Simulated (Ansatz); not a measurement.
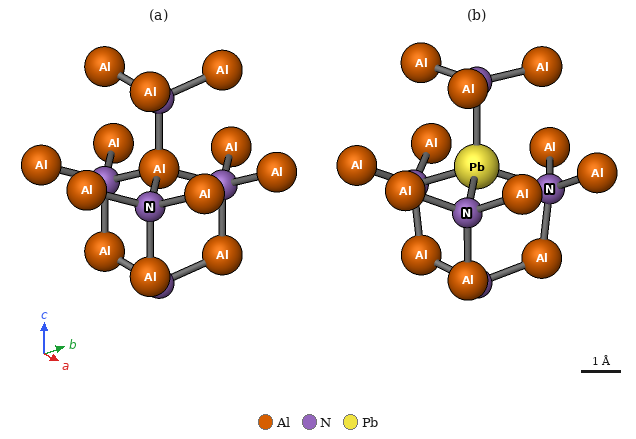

Left: perfect AlN. Right: the same region with one point defect, after relaxing the atoms in a supercell of 48 sites. The picture is a ball-and-stick view of the atoms within 3.3 Å of one point, seen slightly off an axis.

All numbers below come from DFT, PBE, plane-wave PAW, default files, scalar-relativistic in Ansatz. Settings: plane-wave cutoff 420 eV; k-point mesh 3 × 4 × 2; occupations fermi dirac; smearing width 0.01 eV; collinear spin. The axes drawn are those of the host's conventional cell.

> What kind of defect was made?

An aluminium atom is replaced by lead.

The charge state of the cell is 0.

> How does the lattice respond?

In the host the Al atom has 4 N at 1.89 to 1.90 Å; the Pb atom ends with 4 N at 2.18 to 2.28 Å. Of the host's atoms, a nitrogen atom moves furthest from its site, by 0.45 Å. The Pb atom itself moves 0.06 Å from where it was put. The cell ends without a net magnetic moment.

Limits of the set-up: the periodic images lie only 6.2 Å apart, so the values are limited by the cell's size.
